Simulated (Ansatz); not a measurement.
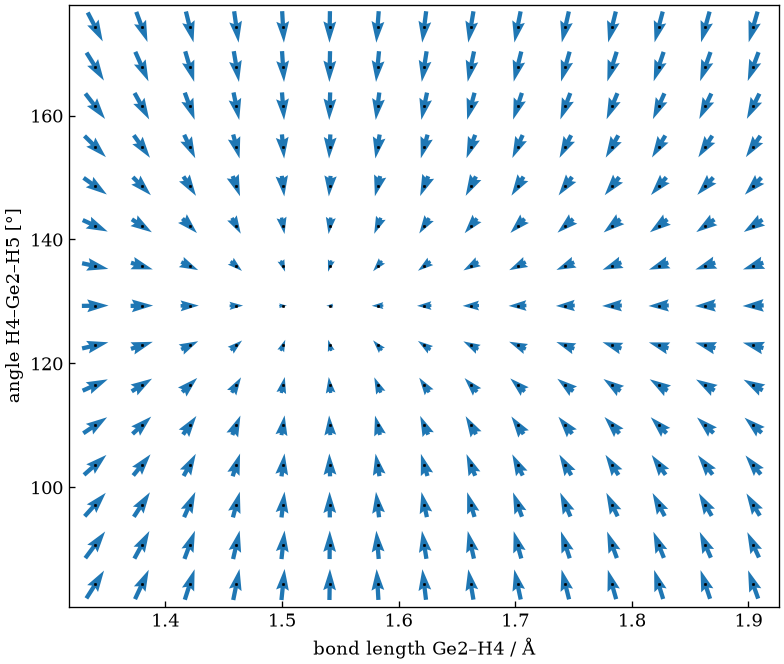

GeH₃O, SMILES [OH][GeH2+], charge +1. The first coordinate is: bond length Ge2–H4; the second: angle H4–Ge2–H5. Nothing is relaxed (all other coordinates rigid). Grid: 15 × 15 points. Points are written as (first, second). Level of theory: RKS PBE0-D4/def2-TZVP in Ansatz.

In the figure: dots at the grid points, arrows along the force (downhill), their lengths compressed.

The arrows alone are given. Where is the energy lowest?

Answer. The arrows converge at about (1.523 Å, 129°) (read from the interpolated surface).

The energy map of the same scan:

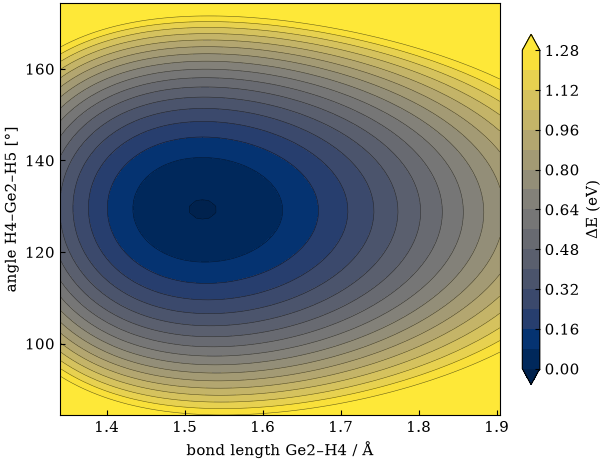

Energies are in eV, from the lowest grid point; between grid points the surface is interpolated.
